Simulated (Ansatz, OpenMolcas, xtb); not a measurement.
# A small benchmark: dipole moment

8 molecules; the dipole moment in D, computed less measured. Shapes, held fixed at every level: PBE0-D4/def2-TZVP. No vibrational averaging. Dipoles are compared by magnitude; molecules under 1 D, whose direction can flip, are left out. Programs: Ansatz 0.2.0, OpenMolcas 26.06, xtb 6.7.1. Measured values: NIST CCCBDB.

Levels: A = GFN0-xTB; B = HF/cc-pVDZ; C = SVWN5/cc-pVDZ; D = r2SCAN-D4/def2-TZVPP; E = B3LYP/6-31G* (Cartesian functions).

| molecule | measured | A | B | C | D | E |
| --- | --- | --- | --- | --- | --- | --- |
| AsF3 (arsenic trifluoride) | 2.59 | -0.38 | +0.44 | -0.39 | -0.28 | -0.32 |
| SCl2O2 (sulfuryl chloride) | 1.81 | -0.30 | +0.29 | -0.55 | -0.13 | -0.33 |
| C2H3ClO (SMILES CC(=O)Cl) | 2.72 | -0.26 | +0.33 | -0.10 | +0.08 | +0.05 |
| C2H3F3 (1,1,1-trifluoroethane) | 2.32 | +0.22 | +0.20 | -0.30 | -0.09 | -0.31 |
| C2H4Cl2 (1,1-dichloroethane) | 2.06 | -0.06 | +0.26 | -0.06 | +0.03 | +0.12 |
| C2H6O (dimethyl ether) | 1.30 | -0.11 | +0.13 | -0.24 | -0.15 | -0.06 |
| C3H5Cl (SMILES C/C=C/Cl) | 1.97 | -0.75 | +0.18 | -0.14 | -0.04 | 0.00 |
| C2H7N (SMILES CNC) | 1.03 | +0.44 | -0.04 | -0.22 | -0.13 | -0.04 |

Q: Which level does best on this set, which worst, and which err to one side?

A: 
| level | kind | mean error | mean absolute error | worst case |
| --- | --- | --- | --- | --- |
| GFN0-xTB | semi-empirical | -0.150 | 0.315 | C3H5Cl |
| HF/cc-pVDZ | Hartree–Fock | +0.224 | 0.234 | AsF3 |
| SVWN5/cc-pVDZ | LDA | -0.250 | 0.250 | SCl2O2 |
| r2SCAN-D4/def2-TZVPP | meta-GGA | -0.089 | 0.116 | AsF3 |
| B3LYP/6-31G* (Cartesian functions) | global hybrid | -0.111 | 0.154 | SCl2O2 |

On this set r2SCAN-D4/def2-TZVPP has the smallest mean absolute error and GFN0-xTB the largest. Without C3H5Cl the largest would be that of SVWN5/cc-pVDZ. GFN0-xTB is too low in 6 of 8; HF/cc-pVDZ is too high in 7 of 8; SVWN5/cc-pVDZ is too low in 8 of 8; r2SCAN-D4/def2-TZVPP is too low in 6 of 8. The levels differ in basis as well as in method. The smallest two are near a tie. Relativity is left out for As. The set is small.

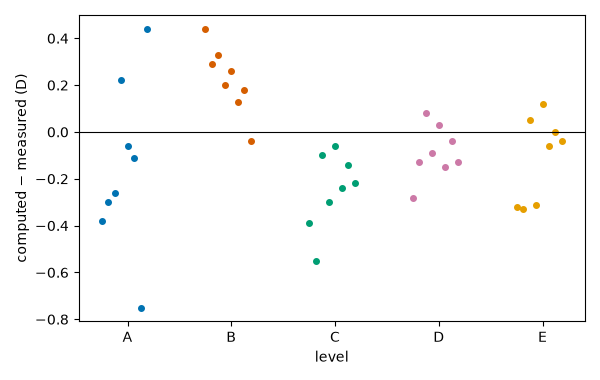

Errors of each level, one point a molecule.
